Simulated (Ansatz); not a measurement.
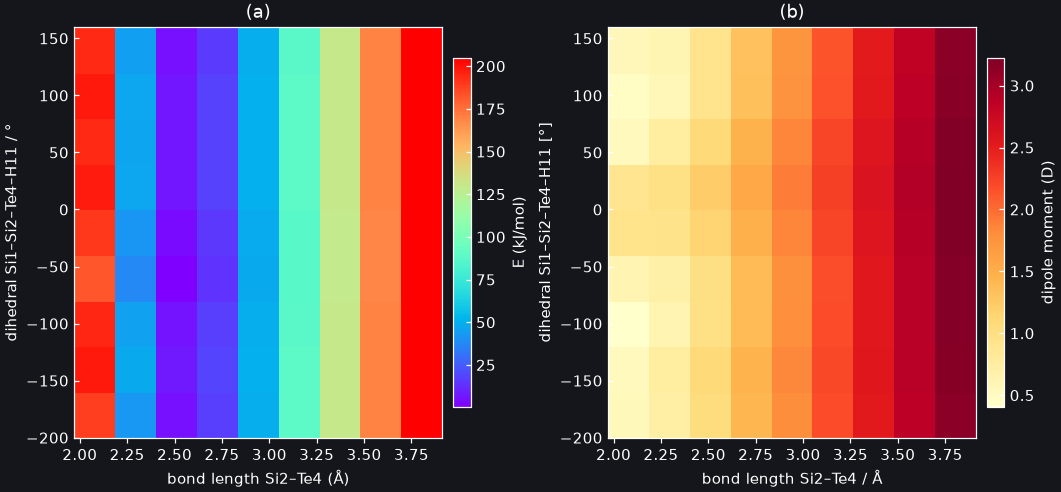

H₇PSi₂Te, SMILES [SiH3][SiH](P)[TeH]. 
- The first coordinate is: bond length Si2–Te4; the second: dihedral Si1–Si2–Te4–H11.
- Nothing is relaxed (all other coordinates rigid).
- Grid: 9 × 9 points.
- Points are written as (first, second).
- Energies: kJ/mol, counted from the relaxed molecule at the same level.
- The reference is spin-restricted, which grows unreliable where a bond is stretched far.
- The calculation used Ansatz, RKS B3LYP-D4/def2-SVP.

Panel (a) is the energy and panel (b) the computed dipole moment on the same grid.

The picture shows one coloured cell a grid point.

Q: How does the dipole moment vary over the map, and what is it at the lowest grid point?

A: Leaving out the highest fifth of the energies, it runs from 0.55 D at (2.079 Å, −180°) to 2.93 D at (3.588 Å, 20°). At the lowest grid point, (2.511 Å, −60°), it is 0.99 D.
